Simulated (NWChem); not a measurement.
**Mg2H2Cl2 ((HMg-mu-Cl)2) at 3 levels**

We compute a comparison of 3 runs (HF/STO-3G, HF/3-21G, B3LYP/6-31G*) of Mg2H2Cl2 ((HMg-mu-Cl)2). 

The results are computed with NWChem 7.3.0.

### 1 The structure to begin with

The species is Mg2H2Cl2 (6 atoms), meant as a singlet with charge 0. The shape comes from GFN2-xTB, which is rough for such elements, and wasn't checked as a minimum.

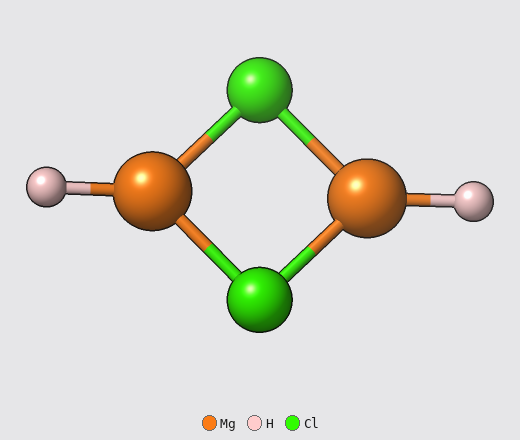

The structure, seen from a chosen angle (magnesium orange, hydrogen pink, chlorine green).

### 2 Energy and gradient at HF/STO-3G (run 1)

File run.xyz:

```xyz
6
(HMg-mu-Cl)2
Mg    -0.931210    -0.031940     1.275430
H     -1.835530    -0.043950     2.551200
Cl     0.747030    -1.342020     0.512770
Mg     0.922400     0.022110    -1.282400
H      1.865800     0.075340    -2.527840
Cl    -0.768490     1.320460    -0.529140
```

File run.nw:

```
start run
title "(HMg-mu-Cl)2"
memory total 2200 mb
geometry units angstrom noautosym nocenter noautoz
load format xyz run.xyz
end
basis spherical bse
Mg library STO-3G
H library STO-3G
Cl library STO-3G
end
scf
thresh 1e-08
maxiter 80
noprint "final vectors analysis"
end
task scf gradient
```

Launch:

```bash
$ nwchem run.nw > run.out
```

Standard output:

```text
[...]
  functions       =    38
[...]
  wavefunction    = RHF
[...]
         Total SCF energy =  -1304.841547616142
      One-electron energy =  -2382.768815085503
      Two-electron energy =    794.510960602335
 Nuclear repulsion energy =    283.416306867026
        Time for solution =      1.3s
[...]
                         RHF ENERGY GRADIENTS
    atom               coordinates                        gradient
                 x          y          z           x          y          z
   1 Mg     -1.759732  -0.060358   2.410213    0.011603   0.000140  -0.016508
   2 H      -3.468649  -0.083053   4.821069   -0.009036  -0.000024   0.012836
   3 Cl      1.411682  -2.536050   0.968995    0.002606  -0.004356   0.001788
   4 Mg      1.743083   0.041782  -2.423385   -0.012300  -0.000867   0.015728
   5 H       3.525851   0.142372  -4.776925    0.009499   0.000723  -0.012222
   6 Cl     -1.452236   2.495308  -0.999930   -0.002372   0.004382  -0.001622
[...]
```

It took 2.5 s on 1 thread of AMD EPYC 9R14 (Zen 4), shared host; peak memory 0.099 GiB.

### 3 Energy and forces at HF/3-21G (run 2)

File test.nw:

```
start test
title "Cl2H2Mg2 hf"
memory total 2200 mb
geometry units atomic noautosym nocenter noautoz
  Mg    -1.75973186    -0.06035785     2.41021339
  H     -3.46864899    -0.08305346     4.82106929
  Cl     1.41168211    -2.53605025     0.96899486
  Mg     1.74308338     0.04178184    -2.42338478
  H      3.52585100     0.14237197    -4.77692529
  Cl    -1.45223563     2.49530776    -0.99992968
end
basis spherical bse
  * library 3-21G
end
scf
  thresh 1e-08
  maxiter 80
end
task scf gradient
```

Launch:

```bash
$ nwchem test.nw > test.out
```

Standard output:

```text
[...]
  functions       =    56
[...]
  wavefunction    = RHF
[...]
         Total SCF energy =  -1312.859600165578
      One-electron energy =  -2388.041283850250
      Two-electron energy =    791.765397092157
 Nuclear repulsion energy =    283.416286592516
        Time for solution =      1.6s
[...]
                         RHF ENERGY GRADIENTS
    atom               coordinates                        gradient
                 x          y          z           x          y          z
   1 Mg     -1.759732  -0.060358   2.410213    0.012050   0.000489  -0.016585
   2 H      -3.468649  -0.083053   4.821069    0.021466   0.000376  -0.030176
   3 Cl      1.411682  -2.536050   0.968995   -0.021377   0.038256  -0.014692
   4 Mg      1.743083   0.041782  -2.423385   -0.011821  -0.000140   0.016567
   5 H       3.525851   0.142372  -4.776925   -0.022285  -0.001076   0.029759
   6 Cl     -1.452236   2.495308  -0.999930    0.021968  -0.037905   0.015126
[...]
```

Run time: 2.7 s. Hardware: 1 thread of AMD EPYC 9R14 (Zen 4), shared host; peak memory 0.098 GiB.

### 4 Energy and forces at B3LYP/6-31G(d) (Cartesian functions) (run 3)

File run.py:

```python
from ase import Atoms
from ase.calculators.nwchem import NWChem

system = Atoms(['Mg', 'H', 'Cl', 'Mg', 'H', 'Cl'], positions=[
    [-0.931210, -0.031940, 1.275430],
    [-1.835530, -0.043950, 2.551200],
    [0.747030, -1.342020, 0.512770],
    [0.922400, 0.022110, -1.282400],
    [1.865800, 0.075340, -2.527840],
    [-0.768490, 1.320460, -0.529140],
])

calc = NWChem(
    label='test',
    theory='dft',
    memory='2200 mb',
    basis='6-31G*',
    dft={'xc': 'b3lyp', 'mult': '1', 'grid': 'xfine', 'convergence': 'energy 1e-08', 'iterations': '100', 'mulliken': None},
)
system.calc = calc

forces = system.get_forces()
e = system.get_potential_energy()
print(f"E = {e:.6f} eV")
print("forces (eV/A):")
for s, f in zip(system.symbols, forces):
    print(f"{s:2s} {f[0]:10.5f} {f[1]:10.5f} {f[2]:10.5f}")
print("dipole (e A):", system.get_dipole_moment().round(4))
```

Launch:

```bash
$ export ASE_NWCHEM_COMMAND="nwchem PREFIX.nwi > PREFIX.nwo"
$ python run.py
```

Standard output:

```text
E = -35971.252994 eV
forces (eV/A):
Mg    0.00987   -0.00797   -0.02185
H    -0.96622   -0.01687    1.35842
Cl    0.82975   -1.48173    0.57037
Mg   -0.02679   -0.01255    0.01831
H     1.00376    0.04870   -1.33980
Cl   -0.85042    1.47041   -0.58544
dipole (e A): [-0.0147 -0.0157 -0.0115]
```

The calculator wrote test.nwi:

```
title "test"

permanent_dir test

scratch_dir test

start test

geometry units angstrom nocenter noautosym noautoz
  Mg -9.3120999999999998e-01 -3.1940000000000003e-02 1.2754300000000001e+00
  H  -1.8355300000000001e+00 -4.3950000000000003e-02 2.5512000000000001e+00
  Cl 7.4702999999999997e-01 -1.3420200000000000e+00 5.1276999999999995e-01
  Mg 9.2240000000000000e-01 2.2110000000000001e-02 -1.2824000000000000e+00
  H  1.8657999999999999e+00 7.5340000000000004e-02 -2.5278399999999999e+00
  Cl -7.6849000000000001e-01 1.3204600000000000e+00 -5.2914000000000005e-01
end

memory 2200 mb

basis noprint
   * library 6-31G*
end

dft
  xc b3lyp
  mult 1
  grid xfine
  convergence energy 1e-08
  iterations 100
  mulliken
end

task dft gradient
```

test.nwo, shortened:

```text
[...]
         Total DFT energy =    -1321.919176098302
[...]
  wavefunction    = closed shell
                         DFT ENERGY GRADIENTS
    atom               coordinates                        gradient
                 x          y          z           x          y          z
   1 Mg     -1.759732  -0.060358   2.410213   -0.000192   0.000155   0.000425
   2 H      -3.468649  -0.083053   4.821069    0.018790   0.000328  -0.026417
   3 Cl      1.411682  -2.536050   0.968995   -0.016136   0.028815  -0.011092
   4 Mg      1.743083   0.041782  -2.423385    0.000521   0.000244  -0.000356
   5 H       3.525851   0.142372  -4.776925   -0.019520  -0.000947   0.026055
   6 Cl     -1.452236   2.495308  -0.999930    0.016538  -0.028595   0.011385
[...]
```

Wall time 22 s (1 thread of AMD EPYC 9R14 (Zen 4), shared host); peak memory 0.14 GiB.

### 5 The series

| run | level | Cartesian functions | iteration cap | energy (Eh) | dipole moment (D) | largest force (eV/Å) | wall time |
| --- | --- | --- | --- | --- | --- | --- | --- |
| 1 | HF/STO-3G | no | 80 | -1304.841548 | 0.11 | 1.038 | 2.5 s |
| 2 | HF/3-21G | no | 80 | -1312.859600 | 0.12 | 2.383 | 2.7 s |
| 3 | B3LYP/6-31G* (Cartesian functions) | yes | 100 | -1321.919176 | 0.12 | 1.797 | 22 s |

### 6 Summary of results

| quantity | value |
| --- | --- |
| run 3: total energy | -1321.91918 Eh |
| run 3: dipole moment | 0.12 D |
| run 3: HOMO energy | -7.64 eV |
| run 3: LUMO energy | -0.78 eV |
| run 3: HOMO–LUMO gap | 6.85 eV |
| run 3: largest force on an atom | 1.797 eV/Å |

The dipole moment (its size) runs from 0.11 D (HF/STO-3G) to 0.12 D (HF/3-21G). In run 1 the basis is minimal, so the values are rough. All runs together took 27 s, the longest 22 s.
